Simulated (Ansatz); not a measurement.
# How the smearing shapes the phonons of Si2Mo (I4/mmm), part 2 of 2

Wanted: frequencies of Si2Mo (I4/mmm) solved wavevector by wavevector at several smearings. The first relaxation steps of the session are not shown, so no cell shown is the starting entry, unless a step says so.

Ansatz 0.2.0; DFT PBE, scalar-relativistic, plane waves, PAW; PAW set soft_1.

So far. Step 5 (Phonons along a line: Fermi–Dirac smearing of 0.04 eV): Against step 3 (now smearing width 0.04 eV), the free energy moves by +1.2 meV an atom. The relaxed cell has a = 3.217, c = 7.873 Å (conventional setting).

## (6) Wavevectors along a line: Methfessel–Paxton smearing of 0.2 eV

Each wavevector is solved by itself, so no interpolation smooths a dip of the branch.

input.yaml reads:

```yaml
crystal:
  lattice:
    - [-1.6085099426, 1.6085099426, 3.936491586]
    - [1.6085099426, -1.6085099426, 3.936491586]
    - [1.6085099426, 1.6085099426, -3.936491586]
  atoms:
    - { symbol: Si, position: [0.3351179796, 0.3351179796, 0.0] }
    - { symbol: Si, position: [0.6648820204, 0.6648820204, 0.0] }
    - { symbol: Mo, position: [0.0, 0.0, 0.0] }
kpoints:
  mp_grid: { grid: [18, 18, 18] }
hamiltonian:
  xc: pbe
  pseudopotentials: { kind: paw, azcp: { folder: soft_1 } }
scf:
  occupations: { method: methfessel_paxton, width: 0.2 }
output:
  eigenvalues: true
phonons:
  method: dfpt
  qpoints:
    - [0, 0, 0]
    - [0.0, 0.0, 0.166666667]
    - [0.0, 0.0, 0.333333333]
    - [0.0, 0.0, 0.5]
```

Run with:

```
> ansatz run input.yaml --threads 4 --pin off --max-ram 12288MiB --backend cpu --events-out ev --progress --plain --runs-dir out
```

Numbers of over 12 decimals in the logs are rounded to 6 here.

The log of the run:

```text
[...]
Crystal: 3 atoms, lattice volume = 40.740 Å³
Basis set: ecut = 420 eV, 793 PW (Γ), exchange–correlation on 64×64×64 points (8 copies of the dense FFT grid, shifted against one another)
Bands: 15, of which v1, the nominal top of the filled ones, is band 11 counted from 1 (10 counted from 0)
Symmetry: 16 space group operations
k-points: 480 of 5832
[...]
SCF iter   1: F=—  HF=-6230.397495 eV  |F-HF|=—  |Δ(HF+E_count)|=         —  Δρ=9.27e-2  dr2=5.41e0  ethr=3.10e-3  ⟨swp⟩=5.3  Hψ=41178  notcnv=0
[...]
SCF iter  10: F=-6229.160581 eV  HF=-6229.160581 eV  |F-HF|=1.82e-12  |Δ(HF+E_count)|=    0.00e0  S|Δr|=    0.00e0  Δρ=3.72e-8  dr2=8.37e-13  ethr=1.00e-12  ⟨swp⟩=5.0  Hψ=26903  notcnv=0
[...]
SCF 1 converged in 10 iterations: F = -6229.160581 eV  dr2 = 8.37e-13
[...]
SCF converged after 10 iterations
Stability not checked: this state was not tested for a lower state beside it, because cold or Methfessel-Paxton smearing, or corrected tetrahedra, fill the levels in a way that the test cannot read (fill_not_monotonic; see scf.lower_state_search)
Free energy (F): -6229.160581 eV
[...]
Internal energy: -6229.161266 eV  (E = F + TS)
E sigma→0 (E₀):  -6229.160752 eV
Entropy (-TS):   0.000685 eV (0.228 meV/atom)
Fermi energy:    15.720667 eV
[...]
--- Band table (eV; the first three rows and the last of 480) ---
  k-point 0: bands = [... 7 lower, 12.7325, 13.1376, 13.1376, 16.0780, 18.7968, 18.9726, 19.1923, 19.1923]
  k-point 1: bands = [... 7 lower, 12.7572, 12.8954, 13.5420, 15.7138, 18.4731, 19.0522, 19.1424, 19.2384]
  k-point 2: bands = [... 7 lower, 12.3077, 12.8347, 14.1084, 14.8435, 18.0085, 18.9802, 19.3470, 19.3808]
  k-point 479: bands = [... 7 lower, 13.5745, 15.1537, 15.1537, 15.2380, 15.2380, 16.2081, 20.4145, 20.7072]
[...]
ASR residual: 3.225e-5 → 0.000e0 eV/Å²; symmetrization residual: 1.938e-6 eV/Å²
  ASR residual per site (eV/Å²): 7.53e-6 7.53e-6 3.23e-5
  Γ frequencies (cm⁻¹): 0.00 0.00 0.00 266.71 266.71 308.84 320.25 320.25 424.95
[...]
--- Phonons (arbitrary-q DFPT): 4 explicit q-points ---
[...]
```

Elapsed: 5.4 min, on 4 threads of Intel Xeon Platinum 8375C at 2.90GHz (Ice Lake), shared host; peak memory 4.1 GiB; 21 min of CPU time.

Each wavevector solved by linear response. Frequency against |q| along the line; 7 of 9 lines:

| \|q\| along the line (Å⁻¹) | mode 1 (cm⁻¹) | mode 2 (cm⁻¹) | mode 3 (cm⁻¹) | mode 4 (cm⁻¹) | mode 5 (cm⁻¹) | mode 6 (cm⁻¹) | mode 7 (cm⁻¹) |
| --- | --- | --- | --- | --- | --- | --- | --- |
| 0.000 | 0 | 0 | 0 | 267 | 267 | 309 | 320 |
| 0.460 | 107 | 126 | 183 | 267 | 269 | 313 | 336 |
| 0.921 | 179 | 193 | 234 | 265 | 274 | 309 | 349 |
| 1.381 | 199 | 212 | 259 | 272 | 278 | 301 | 373 |

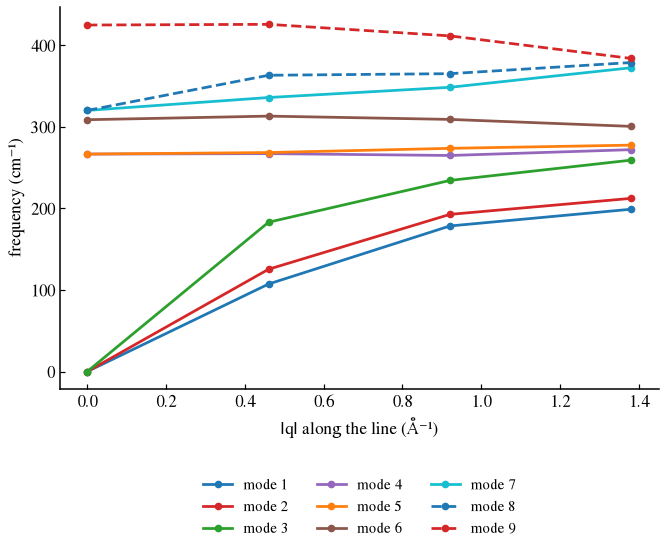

Frequency against |q| along the line.

Against step 3 (now occupations Methfessel-Paxton and smearing width 0.2 eV), the free energy moves by +1.5 meV an atom.

## (7) The lowest branch at each setting

The lowest frequency by |q| along the line:

```
|q| along the line (Å⁻¹)  fermi dirac 0.1 eV, k 18x18x18 (cm⁻¹)  fermi dirac 0.25 eV, k 18x18x18 (cm⁻¹)  fermi dirac 0.04 eV, k 18x18x18 (cm⁻¹)  methfessel paxton 0.2 eV, k 18x18x18 (cm⁻¹)
                   0.000                                      0                                       0                                       0                                            0
                   0.460                                    107                                     104                                     107                                          107
                   0.921                                    178                                     173                                     178                                          179
                   1.381                                    199                                     194                                     199                                          199
```

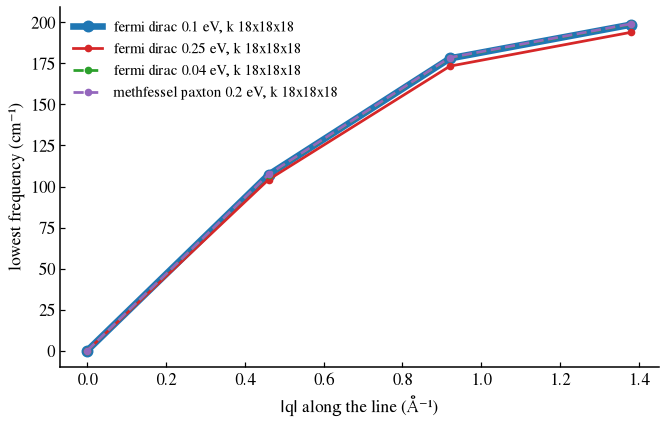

Lowest frequency, plotted against |q| along the line.

## (8) What came out

| Quantity | Value |
| --- | --- |
| phonon run of the rows without a label of their own | PBE, k 18×18×18 |
| lowest branch at the last solved point, Fermi–Dirac 0.1 eV | 199 cm⁻¹ at \|q\| = 1.38 Å⁻¹ |
| lowest branch at the last solved point, Fermi–Dirac 0.25 eV | 194 cm⁻¹ at \|q\| = 1.38 Å⁻¹ |
| lowest branch at the last solved point, Fermi–Dirac 0.04 eV | 199 cm⁻¹ at \|q\| = 1.38 Å⁻¹ |
| lowest branch at the last solved point, Methfessel–Paxton 0.2 eV | 199 cm⁻¹ at \|q\| = 1.38 Å⁻¹ |

No branch softens by more than 4 % of the top frequency as the smearing narrows, so no anomaly that hangs on the smearing shows at these points. The line holds 4 wavevectors, so a narrow dip between them would be missed. Between Fermi–Dirac 0.25 eV and Fermi–Dirac 0.04 eV the largest change, with modes counted by rank of frequency, is in mode 8 at |q| = 0.460 Å⁻¹, from 347 to 363 cm⁻¹. Where branches cross, a count by rank can hide a softening. At the narrowest width the k mesh may not resolve the Fermi surface, so part of the change can be mesh noise.

[Logs are printed without paths, hosts, clocks, repeated set-up lines and the standing remarks that a program may print on its own settings, such as how far it seeks lower states.]

[Hosts, paths, dates, database ids (printed as entryN), source tags and the programs' standing remarks are cut or masked in the printed files.]
